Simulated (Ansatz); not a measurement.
**CH5Al2 (charge -1): two geometries relaxed**

Are the two ends of the inversion of the pyramid at C1 separate minima, and which lies lower? Each is relaxed from a guess. SMILES of the start: [CH2-][AlH][AlH2].

Method: RKS CAM-B3LYP/def2-SVP, in Ansatz 0.2.0.

### Step 1. Starting point

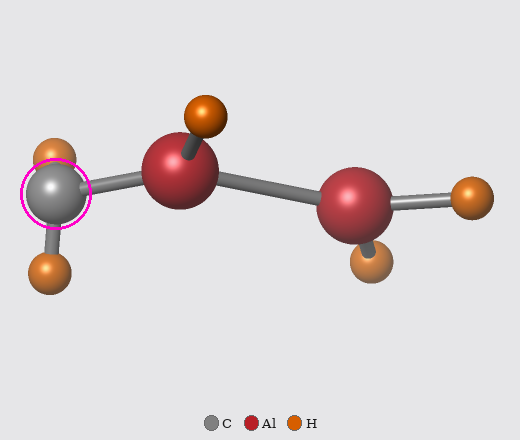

The starting structure, seen from a free direction (carbon grey, aluminium red, hydrogen orange). Ringed: C1.

Structure file:

```xyz
8

C    -1.2669    1.4444   -1.1469
Al   -0.5215    0.6300    0.3962
Al    1.1155   -1.2799    0.8343
H    -0.4270    1.8058   -1.7834
H    -1.7609    0.6483   -1.7495
H    -0.8028    1.0185    1.9974
H     1.7265   -2.0542   -0.4803
H     1.9371   -2.2130    1.9322
```

### Step 2. Relaxing end A

The input, input.yaml:

```yaml
crystal:
  periodic: [false, false, false]
  atoms:
    - { symbol: C, position_ang: [-1.2669, 1.44442, -1.1469] }
    - { symbol: Al, position_ang: [-0.52155, 0.62997, 0.39623] }
    - { symbol: Al, position_ang: [1.11551, -1.27988, 0.83432] }
    - { symbol: H, position_ang: [-0.42698, 1.8058, -1.78341] }
    - { symbol: H, position_ang: [-1.76087, 0.64833, -1.7495] }
    - { symbol: H, position_ang: [-0.8028, 1.01851, 1.99737] }
    - { symbol: H, position_ang: [1.7265, -2.05421, -0.48026] }
    - { symbol: H, position_ang: [1.9371, -2.21295, 1.93215] }
total_charge: -1
basis:
  gaussian: { orbitals: def2-SVP }
hamiltonian:
  xc: cam_b3lyp
relax:
  f_tol: 0.015
  max_steps: 40
output:
  orbitals: {}
```

Run with:

```
$ ansatz run input.yaml --threads 1 --pin off --max-ram 2048MiB --backend cpu --events-out ev --progress --plain --runs-dir out
```

What it wrote, cut to the lines that bear on the results:

```text
Warning: RAYON_NUM_THREADS=1 ignored (pool sized by the plan → 1); use --threads N
[...]
Functional definition: CAM-B3LYP
[...]
784 factors; integrals over basis functions are off by at most 2.6e-4 eV
315 factors; integrals over basis functions are off by at most 1.7e-6 eV
[...]
mean field -14304.00853893 eV, -525.6626182005 hartree, gradient 5.0e-5 eV, S^2 0.000000; 2 other end points of the search recorded, 0 dependent functions left out
[...]
reference -14304.00867648 eV, -525.6626232554 hartree; 19, 19 occupied and 56, 56 virtual orbitals, 784 factors
relax step   1: F+E_penalty+E_count = -14304.00853893 eV  Δ(F+E_penalty+E_count) = +0.000e0 eV  max|allowed force component| = 1.272e0 eV/Å  Δτ_max = 0.0000 Å  (50 SCF iters, accepted)
[...]
relax step   3: F+E_penalty+E_count = -14304.34602987 eV  Δ(F+E_penalty+E_count) = -1.153e-1 eV  max|allowed force component| = 7.248e-1 eV/Å  Δτ_max = 0.1705 Å  (38 SCF iters, accepted)
[...]
relax step   5: F+E_penalty+E_count = -14304.84186175 eV  Δ(F+E_penalty+E_count) = -2.655e-1 eV  max|allowed force component| = 1.406e0 eV/Å  Δτ_max = 0.1952 Å  (32 SCF iters, accepted)
[...]
relax step   7: F+E_penalty+E_count = -14305.30463648 eV  Δ(F+E_penalty+E_count) = -1.758e-1 eV  max|allowed force component| = 1.315e0 eV/Å  Δτ_max = 0.2000 Å  (30 SCF iters, accepted)
[...]
relax step   9: F+E_penalty+E_count = -14305.57654513 eV  Δ(F+E_penalty+E_count) = -9.124e-2 eV  max|allowed force component| = 7.138e-1 eV/Å  Δτ_max = 0.1997 Å  (30 SCF iters, accepted)
[...]
relax step  10: F+E_penalty+E_count = -14305.61596406 eV  Δ(F+E_penalty+E_count) = -3.942e-2 eV  max|allowed force component| = 1.389e-1 eV/Å  Δτ_max = 0.2000 Å  (31 SCF iters, accepted)
[...]
relax step  11: F+E_penalty+E_count = -14305.61838599 eV  Δ(F+E_penalty+E_count) = -2.422e-3 eV  max|allowed force component| = 1.214e-1 eV/Å  Δτ_max = 0.0704 Å  (26 SCF iters, accepted)
[...]
784 factors; integrals over basis functions are off by at most 5.0e-4 eV
315 factors; integrals over basis functions are off by at most 1.7e-6 eV
[...]
mean field -14305.62063250 eV, -525.7218615463 hartree, gradient 1.3e-5 eV, S^2 0.000000; 0 other end points of the search recorded, 0 dependent functions left out
[...]
```

### Step 3. More of the same log: end point A relaxed

Output, continued, cut to the lines that bear on the results:

```text
reference -14305.62076250 eV, -525.7218663238 hartree; 19, 19 occupied and 56, 56 virtual orbitals, 784 factors
relax step  12: F+E_penalty+E_count = -14305.62063250 eV  Δ(F+E_penalty+E_count) = -2.247e-3 eV  max|allowed force component| = 1.848e-1 eV/Å  Δτ_max = 0.1677 Å  (30 SCF iters, accepted)
[...]
relax step  14: F+E_penalty+E_count = -14305.62869456 eV  Δ(F+E_penalty+E_count) = -2.258e-3 eV  max|allowed force component| = 3.874e-2 eV/Å  Δτ_max = 0.0729 Å  (27 SCF iters, accepted)
[...]
relax step  16: F+E_penalty+E_count = -14305.62627887 eV  Δ(F+E_penalty+E_count) = +3.150e-3 eV  max|allowed force component| = 3.620e-1 eV/Å  Δτ_max = 0.0253 Å  (26 SCF iters, rejected (line search))
[...]
relax step  18: F+E_penalty+E_count = -14305.63039843 eV  Δ(F+E_penalty+E_count) = -4.347e-4 eV  max|allowed force component| = 1.141e-2 eV/Å  Δτ_max = 0.0304 Å  (27 SCF iters, accepted)
[...]
reference -14305.63066378 eV, -525.7222301891 hartree; 19, 19 occupied and 56, 56 virtual orbitals, 784 factors
Total energy: -14305.63066378 eV, -525.7222301891 hartree
Atom 0 at    -0.940282     1.164139    -1.116305 Å, force    -0.013865    -0.006784    -0.001709 eV/Å
Atom 1 at    -0.364936     0.672479     0.558687 Å, force     0.000292     0.002571    -0.006662 eV/Å
Atom 2 at     1.059416    -1.439067     0.673871 Å, force     0.001952     0.001242    -0.000141 eV/Å
Atom 3 at    -1.562948     2.036755    -1.371161 Å, force     0.006965     0.000932     0.002934 eV/Å
Atom 4 at    -0.692712     0.581191    -2.016866 Å, force     0.006445     0.001364     0.007006 eV/Å
Atom 5 at    -0.708646     1.495411     1.912293 Å, force     0.001076    -0.000672    -0.000145 eV/Å
Atom 6 at     1.468677    -2.350765    -0.607237 Å, force    -0.000545     0.000353     0.000314 eV/Å
Atom 7 at     1.741441    -2.160152     1.966719 Å, force    -0.002320     0.000995    -0.001598 eV/Å
Dipole moment:     0.130595    -0.201070    -0.002818 e Å
```

Wall time 2.6 min (1 thread of an x86-64 CPU, shared host); peak memory 0.16 GiB.

Relaxation path:

```csv
step,energy from step 1 (eV),largest force component (eV/Å)
1,0.0000,1.2718
2,-0.2221,0.3194
3,-0.3375,0.7248
4,-0.5679,1.2147
5,-0.8333,1.4064
6,-1.1203,1.8597
7,-1.2961,1.3149
8,-1.4768,1.0603
9,-1.5680,0.7138
10,-1.6074,0.1389
11,-1.6098,0.1214
12,-1.6121,0.1848
13,-1.6179,0.0494
14,-1.6202,0.0387
15,-1.6209,0.0474
16x,-1.6177,0.3620
17,-1.6214,0.0247
18,-1.6219,0.0114
19,-1.6219,0.0249
20,-1.6220,0.0139
```

Step 1 is the start. 1 step was tried and not accepted (marked x).

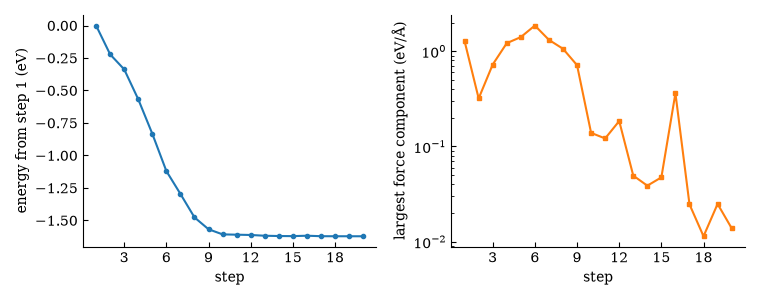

How energy and force went from step to step.

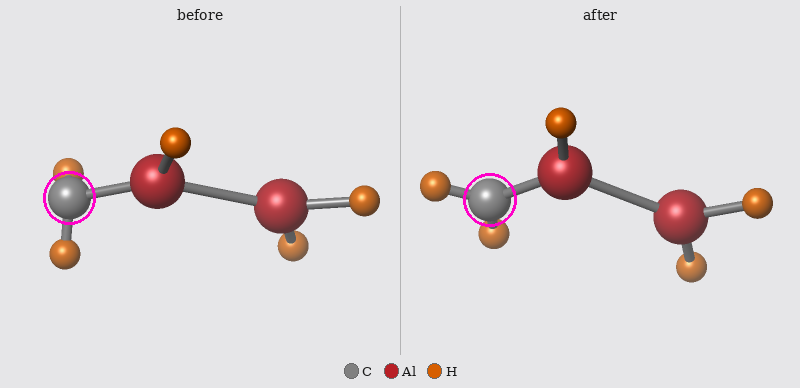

Before and after, at one scale.

After: Bond lengths: C1–Al2 1.838 Å, Al2–Al3 2.550 Å, C1–H4 1.102 Å, C1–H5 1.101 Å, Al2–H6 1.621 Å, Al3–H7 1.625 Å, Al3–H8 1.630 Å. Angles: C1–Al2–Al3 115.9°, C1–Al2–H6 124.0°, Al3–Al2–H6 120.1°, Al2–C1–H4 126.8°, Al2–C1–H5 122.2°, H4–C1–H5 110.9°, Al2–Al3–H7 124.7°, Al2–Al3–H8 129.5°, H7–Al3–H8 105.8°.

### Step 4. End point B

The second end starts from a geometry with the move made by hand.

Edit input.yaml of step 2 so:

```diff
@@ -6,4 +6,4 @@
     - { symbol: Al, position_ang: [1.11551, -1.27988, 0.83432] }
-    - { symbol: H, position_ang: [-0.42698, 1.8058, -1.78341] }
-    - { symbol: H, position_ang: [-1.76087, 0.64833, -1.7495] }
+    - { symbol: H, position_ang: [-1.04213, 2.53466, -1.1016] }
+    - { symbol: H, position_ang: [-2.376, 1.37717, -1.06771] }
     - { symbol: H, position_ang: [-0.8028, 1.01851, 1.99737] }
@@ -19,3 +19 @@
   max_steps: 40
-output:
-  orbitals: {}
```

Run with:

```
$ ansatz run input.yaml --threads 1 --pin off --max-ram 2048MiB --backend cpu --events-out ev --progress --plain --runs-dir out
```

What it wrote, cut to the lines that bear on the results:

```text
Warning: RAYON_NUM_THREADS=1 ignored (pool sized by the plan → 1); use --threads N
[...]
[... 1 set-up line as earlier in the session ...]
[...]
784 factors; integrals over basis functions are off by at most 5.0e-4 eV
315 factors; integrals over basis functions are off by at most 1.7e-6 eV
[...]
mean field -14303.84588900 eV, -525.6566409257 hartree, gradient 2.0e-5 eV, S^2 0.000000; 2 other end points of the search recorded, 0 dependent functions left out
[...]
reference -14303.84602657 eV, -525.6566459813 hartree; 19, 19 occupied and 56, 56 virtual orbitals, 784 factors
relax step   1: F+E_penalty+E_count = -14303.84588900 eV  Δ(F+E_penalty+E_count) = +0.000e0 eV  max|allowed force component| = 1.227e0 eV/Å  Δτ_max = 0.0000 Å  (68 SCF iters, accepted)
[...]
reference -14305.63064159 eV, -525.7222293738 hartree; 19, 19 occupied and 56, 56 virtual orbitals, 784 factors
Total energy: -14305.63064159 eV, -525.7222293738 hartree
Atom 0 at    -1.233688     1.403583    -0.734124 Å, force     0.001587    -0.000348    -0.000569 eV/Å
Atom 1 at    -0.415538     0.835946     0.810951 Å, force    -0.009130     0.005329    -0.003688 eV/Å
Atom 2 at     0.970949    -1.292998     0.608382 Å, force     0.010128    -0.007894    -0.001065 eV/Å
Atom 3 at    -1.878691     2.288392    -0.858379 Å, force     0.007448    -0.007633     0.002643 eV/Å
Atom 4 at    -1.121835     0.859957    -1.685059 Å, force    -0.002534     0.004694     0.004630 eV/Å
Atom 5 at    -0.541827     1.594128     2.238351 Å, force     0.000092    -0.001752    -0.002896 eV/Å
Atom 6 at     1.190036    -2.126173    -0.769879 Å, force    -0.003218     0.002789     0.006267 eV/Å
Atom 7 at     1.800323    -2.105146     1.753357 Å, force    -0.004373     0.004814    -0.005322 eV/Å
Dipole moment:     0.127265    -0.197691    -0.032514 e Å
```

Wall time 2.5 min (1 thread of an x86-64 CPU, shared host); peak memory 0.24 GiB.

The steps of the relaxation:

```csv
step,energy from step 1 (eV),largest force component (eV/Å)
1,0.0000,1.2268
2,-0.2972,0.5460
3,-0.4772,0.8228
4,-0.7420,1.4727
5,-1.0436,1.9949
6,-1.3265,1.8570
7,-1.5831,0.9343
8,-1.7151,0.5413
9,-1.7591,0.3454
10,-1.7799,0.2762
11,-1.7817,0.0570
12,-1.7825,0.0870
13,-1.7844,0.0179
14,-1.7845,0.0112
15x,-1.7844,0.0314
16,-1.7846,0.0101
```

Step 1 is the start. 1 step was tried and not accepted (marked x).

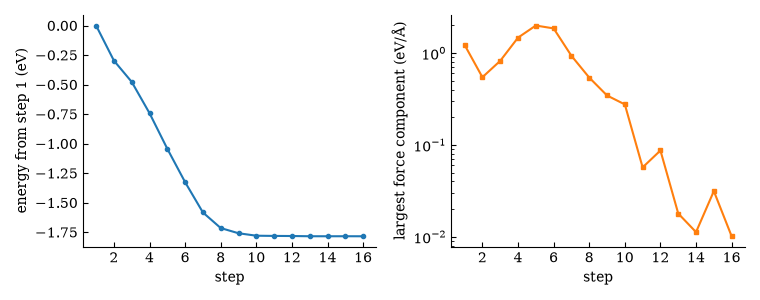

How energy and force went from step to step.

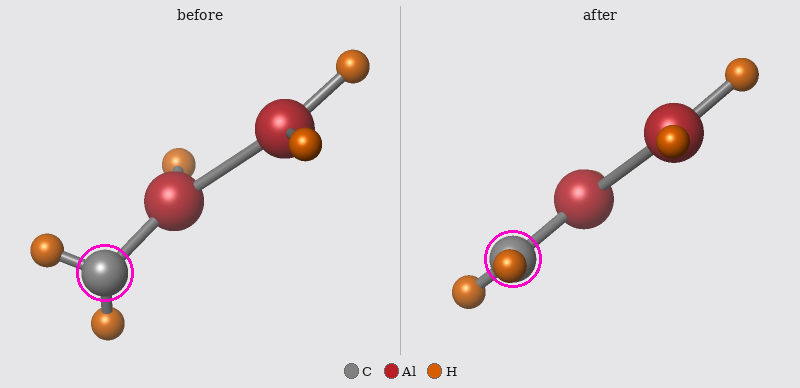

Before and after, at one scale.

After: Bond lengths: C1–Al2 1.838 Å, Al2–Al3 2.549 Å, C1–H4 1.102 Å, C1–H5 1.101 Å, Al2–H6 1.621 Å, Al3–H7 1.625 Å, Al3–H8 1.630 Å. Angles: C1–Al2–Al3 115.7°, C1–Al2–H6 124.1°, Al3–Al2–H6 120.2°, Al2–C1–H4 127.1°, Al2–C1–H5 121.9°, H4–C1–H5 111.0°, Al2–Al3–H7 124.7°, Al2–Al3–H8 129.6°, H7–Al3–H8 105.8°.

### Step 5. What came out

| quantity | value |
| --- | --- |
| end A | 18 moves, 1.622 eV lower |
| end B | 14 moves, 1.785 eV lower |
| largest difference between the ends | 0.03 Å |
| end B relative to end A | +0.000 eV |

What this shows: Both starts fell into the same minimum (no atom differs by more than 0.03 Å), so from this start no second minimum was found and no band was run; another arrangement could still be one.
